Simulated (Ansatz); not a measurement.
Input

```
crystal:
  periodic: [false, false, false]
  atoms:
    - { symbol: W, position_ang: [0.0, 0.0, 0.0] }
    - { symbol: O, position_ang: [0.0, 0.0, 2.29] }
    - { symbol: H, position_ang: [-0.9095, -0.2814, 2.6271] }
    - { symbol: H, position_ang: [1.72, 0.0, 0.0] }
    - { symbol: H, position_ang: [0.0, 1.72, 0.0] }
    - { symbol: H, position_ang: [-1.72, 0.0, 0.0] }
    - { symbol: H, position_ang: [0.0, -1.72, 0.0] }
    - { symbol: H, position_ang: [0.0, 0.0, -1.72] }
    - { symbol: F, position_ang: [1.4129, 1.4719, 0.6779] }
    - { symbol: H, position_ang: [0.9245, 0.9631, 1.8084] }
basis:
  gaussian: { orbitals: def2-SVP }
hamiltonian:
  xc: pbe0
  dispersion: d4
relax:
  f_tol: 0.15
  max_steps: 25
  restrain:
    - { distance: [0, 8], at: 3.05, k: 30.0 }
    - { distance: [9, 1], at: 2.21, k: 30.0 }
    - { distance: [0, 1], at: 1.94, k: 30.0 }
    - { distance: [9, 8], at: 0.92, k: 30.0 }
output:
  orbitals: {}
```

Launched as:

```sh
ansatz run input.yaml --threads 2 --pin off --max-ram 3072MiB --backend cpu --events-out ev --progress --plain --runs-dir out
```

The fields are those of the run's last geometry, not of the input's.

Core potentials replace the inner electrons of W; not at a stationary point (largest force 0.7 eV/Å).

The calculation used Ansatz, RKS PBE0-D4/def2-SVP.

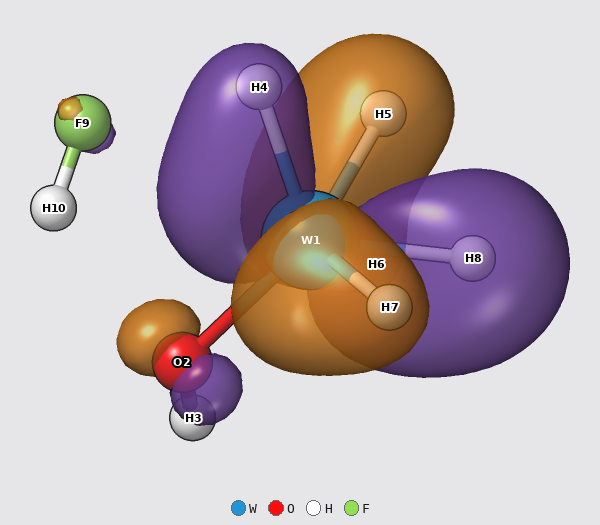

H6OW···HF. The HOMO−1 at ±0.1 Å⁻³ᐟ² (orange and purple are the two phases), seen at a tilt.

Question: Where does this orbital lie, and at what energy?

Answer: It lies mainly on W1 (about 55 %), H8 (about 20 %) and H5 (about 10 %). Its energy is −8.47 eV.
